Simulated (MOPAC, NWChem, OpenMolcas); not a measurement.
## A ladder of methods for C2H4BCl (SMILES C=CBCl)

The species is C2H4BCl (8 atoms), meant as a singlet with charge 0. As SMILES, `C=CBCl`. The shape is that of a PBE0-D4/def2-TZVP optimisation. This is one conformer, not always the lowest.

```xyz
8

C     0.3574    1.2199   -0.2600
C     0.3538    0.0577    0.4011
B    -0.5286   -1.0944   -0.0864
Cl   -0.5551   -2.6276    0.7566
H    -0.2597    1.3604   -1.1428
H     0.9651    2.0670    0.0449
H     0.9840   -0.0487    1.2813
H    -1.2250   -0.9915   -1.0504
```

Quantity: the HOMO–LUMO gap, in eV. The values are calculated.

```csv
level,kind,program,value (eV),CPU time
PM6,semi-empirical,MOPAC,9.78,under 2 s
HF/def2-SVPD,Hartree–Fock,NWChem,12.51,71 s
SVWN5/def2-SVPD,LDA,OpenMolcas,3.89,62 s
revPBE/def2-SVPD,GGA,OpenMolcas,4.11,78 s
TPSS/def2-SVPD,meta-GGA,OpenMolcas,4.38,1.7 min
B3LYP/def2-SVPD,global hybrid,OpenMolcas,5.96,77 s
B2PLYP/def2-SVPD,double hybrid,OpenMolcas,8.69,59 s
```

The values span 3.89 to 12.51 eV. Orbital gaps aren't excitation energies, and those of double hybrids come from the SCF part alone; they tend to grow with the share of exact exchange. Times are those of the runs behind each value, whatever else they computed, on shared processors of several kinds: orders of magnitude only.

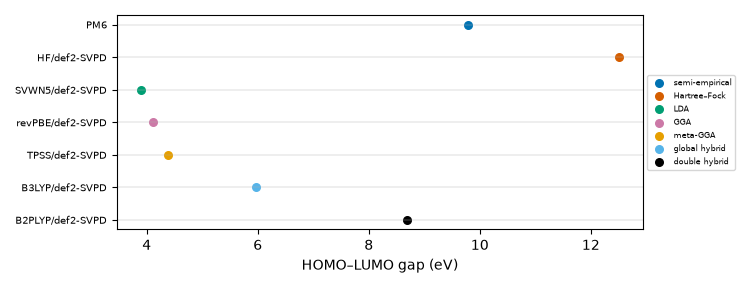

The values of the table, level by level.
